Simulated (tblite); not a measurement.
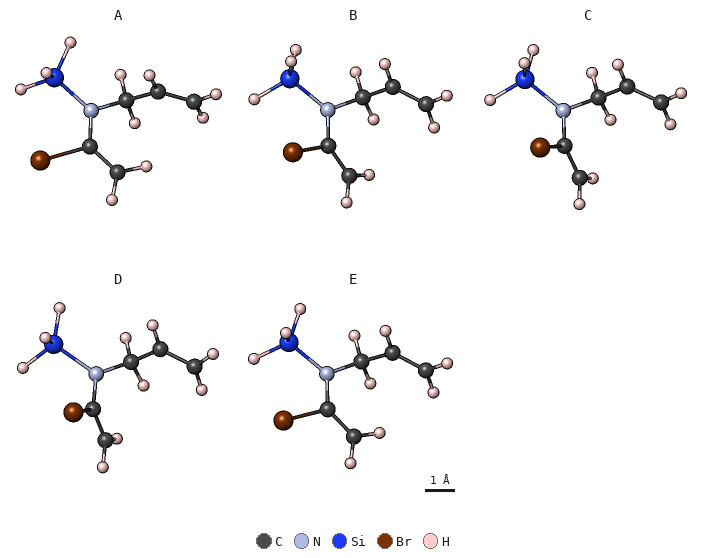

5 geometries from one relaxation of C5H10BrNSi, in shuffled order. The picture is a ball-and-stick view, seen face on.

The calculation used GFN2-xTB geometry optimisation, gas phase in tblite. 

### Put them in the order of the run, from the start to the converged end.

D, C, B, E, A. They are steps 0, 35, 84, 112, 142, at +72.6 kJ/mol, +9.67 kJ/mol, +5.32 kJ/mol, +2.85 kJ/mol relative to the last. The Br atom moves most after the best rigid fit: 1.82 Å. Largest moves by element: Br 1.82 Å, H 1.66 Å, C 0.72 Å, Si 0.19 Å, N 0.18 Å. Some distances before and after: Br–Si 3.483 → 3.091 Å, N–Si 1.818 → 1.747 Å, C–N 1.430 → 1.366 Å, C–H 1.131 → 1.096 Å. Bond angles that change, for instance: N–C–C 115.3° → 129.3°, H–C–H 125.9° → 116.2°, N–C–Br 122.8° → 113.2°. Groups turn about C–N by about 60°. The energy falls by 72.6 kJ/mol in 142 geometry steps. Cost: 2.3 s on 1 thread of Arm Neoverse N1, on a shared host.
